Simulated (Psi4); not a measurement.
# UCCSD/aug-cc-pVDZ run of SiF3 (trifluorosilyl)

Aim: the energy change on altering one bond length of SiF3 (trifluorosilyl) at UCCSD/aug-cc-pVDZ, from 2 runs. 

The results are computed with Psi4 1.11.

### Step 1. Starting point

SiF3 has 4 atoms, charge 0, and is taken as a doublet. SMILES: `F[Si](F)F`. The shape is that of a PBE0-D4/def2-TZVP optimisation.

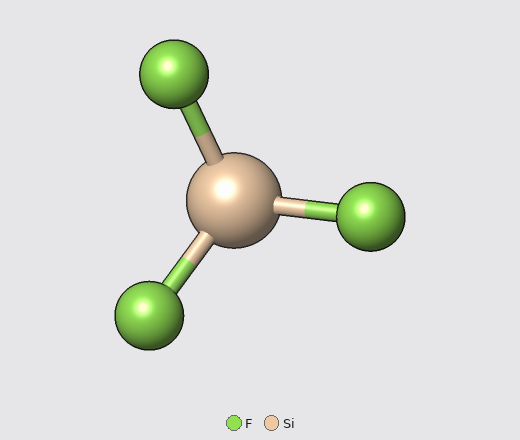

Viewed from a chosen angle; fluorine green, silicon light orange.

### Step 2. A single-point energy at UCCSD/aug-cc-pVDZ

The input, job.json:

```json
{
  "schema_name": "qcschema_input",
  "schema_version": 1,
  "molecule": {
    "schema_name": "qcschema_molecule",
    "schema_version": 2,
    "symbols": ["F", "Si", "F", "F"],
    "geometry": [1.48315155, -0.95816673, 2.17639758, -0.53432006, 0.40262505, 0.44272504, -1.8788791, -1.68610813, -1.21762613, 0.93004761, 2.24164982, -1.40149648],
    "molecular_charge": 0,
    "molecular_multiplicity": 2,
    "fix_symmetry": "c1"
  },
  "driver": "energy",
  "model": {
    "method": "ccsd",
    "basis": "aug-cc-pVDZ"
  },
  "keywords": {
    "reference": "uhf",
    "puream": true,
    "e_convergence": 1e-09,
    "d_convergence": 1e-08,
    "scf_type": "pk",
    "num_frozen_docc": 8,
    "maxiter": 100
  }
}
```

Command:

```sh
$ psi4 --qcschema job.json -n 1 --memory 2200MB
```

stdout:

```text
[...]
  Running in c1 symmetry.
[...]
  Nuclear repulsion =  176.798451345898798
[...]
  Multiplicity = 2
[...]
  Nalpha       = 21
  Nbeta        = 20
[...]
    Number of basis functions: 96
[...]
   @UHF iter   1:  -587.33300928748019   -8.82706e-01   5.26789e-03 DIIS/ADIIS
[...]
   @UHF iter  12:  -587.42916546814251   -3.18323e-12   6.85533e-09 DIIS
[...]
   @S^2 Observed:                7.518771141E-01
[...]
    Orbital Energies [Eh]
    ---------------------
    Alpha Occupied:
       1A    -68.953404     2A    -26.340297     3A    -26.340276
       4A    -26.340267     5A     -6.285692     6A     -4.395185
       7A     -4.389972     8A     -4.389972     9A     -1.659389
      10A     -1.630701    11A     -1.630676    12A     -0.848460
      13A     -0.765025    14A     -0.765003    15A     -0.738347
      16A     -0.709070    17A     -0.709058    18A     -0.680422
      19A     -0.680403    20A     -0.664306    21A     -0.429466
    Alpha Virtual:
      22A      0.054795    23A      0.054801    24A      0.056901
      25A      0.072395    26A      0.167329    27A      0.167359
[...]
  @UHF Final Energy:  -587.42916546814251
   => Energetics <=
    Nuclear Repulsion Energy =            176.7984513458987976
    One-Electron Energy =               -1170.4016053089935667
    Two-Electron Energy =                 406.1739884949521979
    Total Energy =                       -587.4291654681426280
  UHF NO Occupations:
  HONO-2 :   19  A 1.9998649
  HONO-1 :   20  A 1.9994152
[...]
 Multipole Moments:
 ------------------------------------------------------------------------------------
     Multipole            Electronic (a.u.)      Nuclear  (a.u.)        Total (a.u.)
 ------------------------------------------------------------------------------------
 L = 1.  Multiply by 2.5417464519 to convert [e a0] to [Debye]
 Dipole X            :         -0.0366612           -0.3567990           -0.3934602
 Dipole Y            :          0.0274130            0.2688580            0.2962710
 Dipole Z            :          0.0302235            0.2956353            0.3258587
 Magnitude           :                                                    0.5905687
[...]
      * MP2 total energy                      = -588.116128057841252
[...]
      * CCSD total energy                     = -588.121839959927456
[...]
```

The result, in JSON:

```text
{
 "driver": "energy",
 "model": {
  "method": "ccsd",
  "basis": "aug-cc-pVDZ"
 },
 "success": true,
 "return_result": -588.1218399599275,
 "properties": {
  "calcinfo_nbasis": 96,
  "calcinfo_nmo": 96,
  "calcinfo_nalpha": 21,
  "calcinfo_nbeta": 20,
  "calcinfo_natom": 4,
  "nuclear_repulsion_energy": 176.7984513458988,
  "return_energy": -588.1218399599275,
  "scf_one_electron_energy": -1170.4016053089936,
  "scf_two_electron_energy": 406.1739884949522,
  "scf_dipole_moment": [-0.3934602427366668, 0.2962710221748668, 0.325858737584355],
  "scf_total_energy": -587.4291654681425,
  "scf_iterations": 12,
  "mp2_same_spin_correlation_energy": -0.19153943654731603,
  "mp2_opposite_spin_correlation_energy": -0.495423153149314,
  "mp2_singles_energy": -5.137075821236708e-27,
  "mp2_doubles_energy": -0.68696258969663,
  "mp2_correlation_energy": -0.68696258969663,
  "mp2_total_energy": -588.1161280578413,
  "ccsd_same_spin_correlation_energy": -0.1708654438758022,
  "ccsd_opposite_spin_correlation_energy": -0.5218090479069672,
  "ccsd_singles_energy": 1.3680347824762048e-16,
  "ccsd_doubles_energy": -0.6926744917827694,
  "ccsd_correlation_energy": -0.6926744917827693,
  "ccsd_total_energy": -588.1218399599275,
  "ccsd_iterations": 17
 }
}
```

Run time: 2.9 min. Hardware: 1 thread of Intel Xeon at 2.50GHz (Skylake/Cascade Lake), shared host; peak memory 0.79 GiB.

### Step 3. The distorted shape, same level

The input, f3si.xyz:

```xyz
4
F3Si
F      0.944990    -0.615055     1.289313
Si    -0.282750     0.213060     0.234280
F     -0.994260    -0.892250    -0.644340
F      0.492160     1.186230    -0.741640
```

The input, job.py:

```python
import psi4

psi4.set_memory('2200 MB')
psi4.set_num_threads(1)
psi4.set_output_file('output.dat', False)

with open('f3si.xyz') as f:
    atoms = ''.join(f.readlines()[2:])
geom = psi4.geometry('0 2\n' + atoms + 'symmetry c1\nno_reorient\nno_com')

psi4.set_options({
    'reference': 'uhf',
    'puream': True,
    'e_convergence': 1e-09,
    'd_convergence': 1e-08,
    'scf_type': 'pk',
    'num_frozen_docc': 8,
    'maxiter': 100,
})

e, wfn = psi4.energy("ccsd/aug-cc-pVDZ", molecule=geom, return_wfn=True)
print('E =', round(e, 9))
```

Command:

```sh
$ python job.py
```

output.dat:

```text
[...]
  Running in c1 symmetry.
[...]
  Nuclear repulsion =  168.918896705818327
[...]
  Multiplicity = 2
[...]
  Nalpha       = 21
  Nbeta        = 20
[...]
    Number of basis functions: 96
[...]
   @UHF iter   1:  -587.29508439590109   -1.07599e+00   5.52532e-03 DIIS/ADIIS
[...]
   @UHF iter  14:  -587.40690155854998   -7.95808e-13   3.21081e-09 DIIS
[...]
   @S^2 Observed:                7.534871343E-01
[...]
    Orbital Energies [Eh]
    ---------------------
    Alpha Occupied:
       1A    -68.982028     2A    -26.356940     3A    -26.356916
       4A    -26.303565     5A     -6.308802     6A     -4.418351
       7A     -4.413324     8A     -4.411181     9A     -1.665508
      10A     -1.645422    11A     -1.560437    12A     -0.848823
      13A     -0.772417    14A     -0.743397    15A     -0.739176
      16A     -0.706885    17A     -0.689716    18A     -0.683720
      19A     -0.636594    20A     -0.632208    21A     -0.451145
    Alpha Virtual:
      22A      0.050536    23A      0.052333    24A      0.055246
      25A      0.072450    26A      0.146588    27A      0.155215
[...]
  @UHF Final Energy:  -587.40690155854998
   => Energetics <=
    Nuclear Repulsion Energy =            168.9188967058183266
    One-Electron Energy =               -1154.6880179137988307
    Two-Electron Energy =                 398.3622196494305285
    Total Energy =                       -587.4069015585500892
  UHF NO Occupations:
  HONO-2 :   19  A 1.9996894
  HONO-1 :   20  A 1.9988161
[...]
 Multipole Moments:
 ------------------------------------------------------------------------------------
     Multipole            Electronic (a.u.)      Nuclear  (a.u.)        Total (a.u.)
 ------------------------------------------------------------------------------------
 L = 1.  Multiply by 2.5417464519 to convert [e a0] to [Debye]
 Dipole X            :         -0.7883369            0.0519864           -0.7363506
 Dipole Y            :          0.3514136            0.1760563            0.5274699
 Dipole Z            :         -4.5254200            4.5540831            0.0286631
 Magnitude           :                                                    0.9062330
[...]
      * MP2 total energy                      = -588.104210065789630
[...]
      * CCSD total energy                     = -588.108230140368050
```

The script printed:

```text
E = -588.10823014
```

It took 3.4 min on 1 thread of Intel Xeon at 2.50GHz (Skylake/Cascade Lake), shared host; peak memory 0.72 GiB.

### Step 4. Outcome

At UCCSD/aug-cc-pVDZ, 8 core orbitals frozen:

| quantity | value |
| --- | --- |
| first shape: total energy | -588.12184 Eh |
| first shape: HOMO energy (Hartree–Fock orbitals) (highest over α and β) | -11.69 eV |
| first shape: LUMO energy (Hartree–Fock orbitals) (lowest over α and β) | 0.07 eV |
| first shape: correlation energy (8 core orbitals frozen) | -692.7 mEh |
| first shape: ⟨S²⟩ of the reference determinant | 0.752 |
| first shape: T1 diagnostic | 0.022 |
| distorted shape: total energy | -588.10823 Eh |
| distorted shape: HOMO energy (Hartree–Fock orbitals) (highest over α and β) | -12.28 eV |
| distorted shape: LUMO energy (Hartree–Fock orbitals) (lowest over α and β) | -0.42 eV |
| distorted shape: correlation energy (8 core orbitals frozen) | -701.3 mEh |
| distorted shape: ⟨S²⟩ of the reference determinant | 0.753 |
| distorted shape: T1 diagnostic | 0.024 |
| energy change with the F1–Si2 bond stretched from 1.581 to 1.818 Å | 0.370 eV |

What this shows: With the F1–Si2 bond stretched from 1.581 to 1.818 Å the energy rises by 0.37 eV (35.7 kJ/mol). The first shape isn't relaxed at this level, so the change isn't measured from a minimum.
